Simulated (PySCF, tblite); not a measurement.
# CH₃Cl₃Zr: geometry, vibrations, single-point energies, part 2 of 2

tblite 0.8.0 and PySCF 2.14.0. Atoms count from 0. Earlier steps stand in the parts before.

## Step 9: Geometry optimisation at BP86-D3(BJ)/def2-SVP

This step treats CH₃Cl₃Zr+ (doublet).

The job: settings as JSON, then the geometry in Å.

```
{"job": {"xc": "BP86", "basis": "def2-SVP", "d3": "d3bj", "grid": 1, "kind": "geom"}, "charge": 1, "multiplicity": 2}
Zr    -0.238849    -0.514776    -0.897773
C      0.007668     0.067038     1.366455
H     -0.982624     0.257087     1.798505
H      0.596786     0.990080     1.302563
H      0.556673    -0.721579     1.896269
Cl     1.931687    -0.046200    -1.306549
Cl    -1.129264     1.511416    -1.345928
Cl    -0.716703    -1.507718    -2.899877
```

Log:

```text
step   0  E = -1467.18583787  max force = 0.035271
step   1  E = -1467.19811476  max force = 0.023319
step   2  E = -1467.20595077  max force = 0.004138
step   3  E = -1467.20884551  max force = 0.005261
step   4  E = -1467.20818013  max force = 0.004920
step   5  E = -1467.20853910  max force = 0.003446
step   6  E = -1467.20939877  max force = 0.003825
step   7  E = -1467.20972617  max force = 0.004083
step   8  E = -1467.20967297  max force = 0.001701
step   9  E = -1467.20988561  max force = 0.001030
step  10  E = -1467.20980733  max force = 0.000706
step  11  E = -1467.20978936  max force = 0.000758
step  12  E = -1467.20976298  max force = 0.000564
step  13  E = -1467.20977701  max force = 0.000589
step  14  E = -1467.20978404  max force = 0.000692
step  15  E = -1467.20978721  max force = 0.000735
step  16  E = -1467.20978657  max force = 0.000725
step  17  E = -1467.20978605  max force = 0.000717
step  18  E = -1467.20978552  max force = 0.000714
step  19  E = -1467.20978499  max force = 0.000710
step  20  E = -1467.20978445  max force = 0.000699
step  21  E = -1467.20978391  max force = 0.000693
step  22  E = -1467.20978339  max force = 0.000687
step  23  E = -1467.20978282  max force = 0.000682
step  24  E = -1467.20978225  max force = 0.000670
step  25  E = -1467.20978167  max force = 0.000653
step  26  E = -1467.20978108  max force = 0.000657
step  27  E = -1467.20978048  max force = 0.000650
step  28  E = -1467.20977988  max force = 0.000637
step  29  E = -1467.20977927  max force = 0.000630
step  30  E = -1467.20977864  max force = 0.000622
step  31  E = -1467.20977800  max force = 0.000613
step  32  E = -1467.20977736  max force = 0.000600
step  33  E = -1467.20977671  max force = 0.000590
step  34  E = -1467.20977604  max force = 0.000582
step  35  E = -1467.20977538  max force = 0.000572
step  36  E = -1467.20977470  max force = 0.000560
step  37  E = -1467.20977403  max force = 0.000559
step  38  E = -1467.20977334  max force = 0.000557
step  39  E = -1467.20977265  max force = 0.000553
step  40  E = -1467.20977191  max force = 0.000557
step  41  E = -1467.20977122  max force = 0.000555
step  42  E = -1467.20977053  max force = 0.000554
step  43  E = -1467.20976984  max force = 0.000550
step  44  E = -1467.20976916  max force = 0.000552
step  45  E = -1467.20976849  max force = 0.000549
optimisation not converged
```

Run time: 5.2 min. Hardware: 1 thread of Arm Neoverse V2, shared host.

Relaxation path: (not every step is listed) (the energy doesn't fall at every step)

| step | energy from step 0 (eV) | largest force component (eV/Å) |
| --- | --- | --- |
| 0 | 0.0000 | 1.8137 |
| 1 | -0.3341 | 1.1991 |
| 2 | -0.5473 | 0.2128 |
| 3 | -0.6261 | 0.2705 |
| 4 | -0.6080 | 0.2530 |
| 5 | -0.6177 | 0.1772 |
| 6 | -0.6411 | 0.1967 |
| 7 | -0.6500 | 0.2100 |
| 8 | -0.6486 | 0.0875 |
| 11 | -0.6518 | 0.0390 |
| 14 | -0.6516 | 0.0356 |
| 17 | -0.6517 | 0.0369 |
| 20 | -0.6516 | 0.0359 |
| 23 | -0.6516 | 0.0351 |
| 26 | -0.6515 | 0.0338 |
| 29 | -0.6515 | 0.0324 |
| 32 | -0.6514 | 0.0309 |
| 35 | -0.6514 | 0.0294 |
| 38 | -0.6513 | 0.0286 |
| 40 | -0.6513 | 0.0286 |
| 41 | -0.6513 | 0.0285 |
| 42 | -0.6512 | 0.0285 |
| 43 | -0.6512 | 0.0283 |
| 44 | -0.6512 | 0.0284 |
| 45 | -0.6512 | 0.0282 |

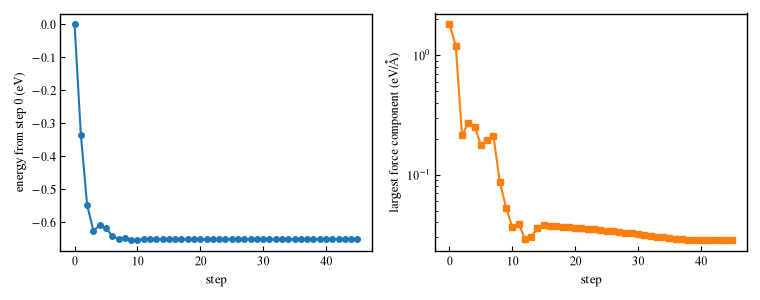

Energy and force, step by step.

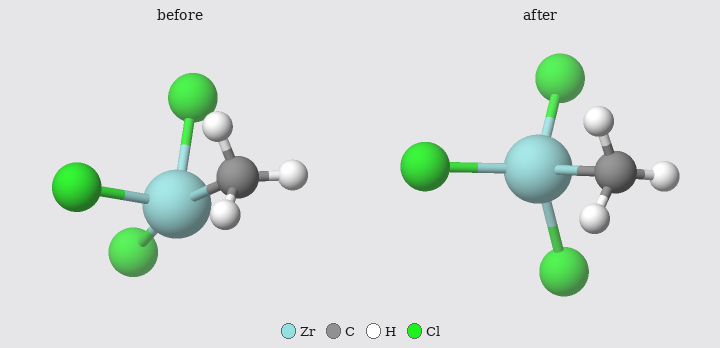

The geometry before (left) and after (right).

Distances of close pairs at the start and the end, largest changes first:

```
   bond  before (Å)  after (Å)  change (Å)
 Zr0–C1       2.351      2.521      +0.170
Zr0–Cl5       2.258      2.290      +0.032
Zr0–Cl6       2.258      2.285      +0.027
  C1–H3       1.097      1.110      +0.013
  C1–H4       1.097      1.108      +0.011
  C1–H2       1.097      1.108      +0.011
Zr0–Cl7       2.285      2.286      +0.001
```

The next job starts from the end point, and lists it.

The optimisation stopped before it met its thresholds, so this geometry is not quite a stationary point, and what follows inherits that.

```
                         at the end point                value
rotational constants (GHz, main isotopes)  1.318, 1.261, 1.009
                                     ⟨S²⟩                0.753
```

## Step 10: Single point (CH3Cl3Zr): B3LYP-D3(BJ)/ma-def2-SVP

Geometry: BP86-D3(BJ)/def2-SVP, that of another charge or spin state.

The job: settings as JSON, then the geometry in Å.

```
{"job": {"kind": "sp", "xc": "B3LYP", "basis": "ma-def2-SVP", "d3": "d3bj", "grid": 2}, "charge": 0, "multiplicity": 1}
Zr     0.081028    -0.011330    -1.036464
C     -0.054515     0.078040     1.479254
H     -1.157884     0.115250     1.573652
H      0.524112     1.022566     1.543580
H      0.459434    -0.885914     1.666606
Cl     2.237865    -0.089141    -1.800563
Cl    -0.977353     1.756995    -2.022945
Cl    -1.068187    -1.943297    -1.452262
```

Log:

```text
coarse grid: 39752 points
cycle   1  E = -1466.4419608806  dE = -5.132e+00  |g| = 1.878e+00  |ddm| = 5.007e+00
cycle   2  E = -1465.7457140340  dE =  6.962e-01  |g| = 2.209e+00  |ddm| = 5.976e+00
cycle   3  E = -1467.3924471337  dE = -1.647e+00  |g| = 2.099e-01  |ddm| = 4.259e+00
cycle   4  E = -1467.4006532932  dE = -8.206e-03  |g| = 1.173e-01  |ddm| = 4.454e-01
cycle   5  E = -1467.4029331564  dE = -2.280e-03  |g| = 6.750e-02  |ddm| = 1.756e-01
cycle   6  E = -1467.4043550998  dE = -1.422e-03  |g| = 5.868e-03  |ddm| = 8.386e-02
cycle   7  E = -1467.4043653649  dE = -1.027e-05  |g| = 2.154e-03  |ddm| = 1.037e-02
cycle   8  E = -1467.4043666065  dE = -1.242e-06  |g| = 5.436e-04  |ddm| = 2.997e-03
final grid: 76968 points
cycle   9  E = -1467.4041135661  dE =  5.501e-08  |g| = 8.406e-04  |ddm| = 2.756e-03
cycle  10  E = -1467.4041130904  dE =  4.757e-07  |g| = 1.494e-03  |ddm| = 3.253e-03
cycle  11  E = -1467.4041137549  dE = -6.646e-07  |g| = 3.182e-04  |ddm| = 2.335e-03
cycle  12  E = -1467.4041137862  dE = -3.121e-08  |g| = 2.140e-05  |ddm| = 4.242e-04
cycle  13  E = -1467.4041137863  dE = -1.091e-10  |g| = 6.503e-06  |ddm| = 3.278e-05
converged SCF energy = -1467.4041137863
```

Run time: 5.2 s. Hardware: 1 thread of Arm Neoverse V2, shared host.

## Step 11: Single point (CH₃Cl₃Zr+ (doublet)): B3LYP-D3(BJ)/ma-def2-SVP

Geometry: BP86-D3(BJ)/def2-SVP.

Settings changed since step 10:

```diff
@@ -1,2 +1,2 @@
-{"job": {"kind": "sp", "xc": "B3LYP", "basis": "ma-def2-SVP", "d3": "d3bj", "grid": 2}, "charge": 0, "multiplicity": 1}
+{"job": {"kind": "sp", "xc": "B3LYP", "basis": "ma-def2-SVP", "d3": "d3bj", "grid": 2}, "charge": 1, "multiplicity": 2}
 Zr     0.081028    -0.011330    -1.036464
```

Log:

```text
final grid: 76968 points
cycle   1  E = -1466.4373001642  dE =  5.718e-01  |g| = 9.426e-01  |ddm| = 1.563e+00
cycle   2  E = -1464.8985083822  dE =  1.539e+00  |g| = 1.616e+00  |ddm| = 3.201e+00
cycle   3  E = -1467.0452831785  dE = -2.147e+00  |g| = 1.963e-01  |ddm| = 2.358e+00
cycle   4  E = -1467.0704155242  dE = -2.513e-02  |g| = 7.250e-02  |ddm| = 2.793e-01
cycle   5  E = -1467.0728072724  dE = -2.392e-03  |g| = 4.184e-02  |ddm| = 1.127e-01
cycle   6  E = -1467.0738378846  dE = -1.031e-03  |g| = 1.859e-02  |ddm| = 7.681e-02
cycle   7  E = -1467.0740994694  dE = -2.616e-04  |g| = 4.026e-03  |ddm| = 3.388e-02
cycle   8  E = -1467.0741073203  dE = -7.851e-06  |g| = 2.701e-03  |ddm| = 7.993e-03
cycle   9  E = -1467.0741121356  dE = -4.815e-06  |g| = 8.531e-04  |ddm| = 4.228e-03
cycle  10  E = -1467.0741126185  dE = -4.829e-07  |g| = 2.303e-04  |ddm| = 1.452e-03
cycle  11  E = -1467.0741126596  dE = -4.117e-08  |g| = 5.444e-05  |ddm| = 4.047e-04
cycle  12  E = -1467.0741126622  dE = -2.533e-09  |g| = 1.679e-05  |ddm| = 1.171e-04
converged SCF energy = -1467.0741126622
```

Run time: 65 s. Hardware: 1 thread of Arm Neoverse V2, shared host.

## Step 12: Results

This closing draws on all 2 parts.

| quantity | value |
| --- | --- |
| strongest single infrared mode (GFN2-xTB) | 381 cm⁻¹, 68 km/mol |
| zero-point energy (GFN2-xTB) | 22.6 kcal/mol |
| rotational constants (main isotopes) | 1.33, 1.32, 0.93 GHz |

**Reading.** No mode is imaginary among the 18: a minimum at this level. GFN2-xTB is a fitted tight-binding method: band positions and strengths are rough. Its intensities can rank the bands wrongly. Over 45 steps the energy fell by 0.198 eV; of the close pairs, Zr0–Cl7 changed most, 2.273 to 2.350 Å (BP86/def2-SVP). No frequency check was run at this level, so the end point may be a saddle. Steps that list no spin-orbit terms leave them out, which matters at and beside the heavy atoms.
